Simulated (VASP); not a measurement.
Band structure of Nb$_{2}$O$_{5}$ (space group C2/m). Method: PBEsol GGA, VASP's PBE PAW potentials (set 64) (plane waves; VASP).

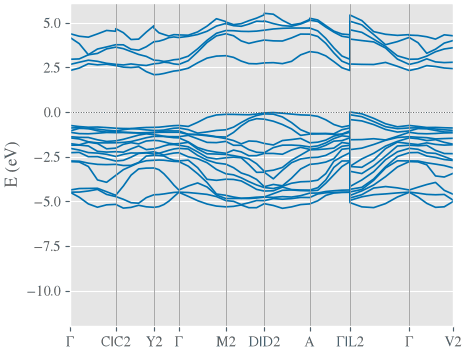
Figure: Bands along high-symmetry lines, zero at the valence-band maximum or, without a gap, the Fermi level

Q: Read the plot: is there a gap, and where are the band edges?

A: The gap is indirect, 2.09 eV, from the valence maximum at L2 to the conduction minimum at Y2.

The structure comes from a computed database's Nb2O5 entry; how it stands against other phases isn't given here. The cell was not relaxed at this level.
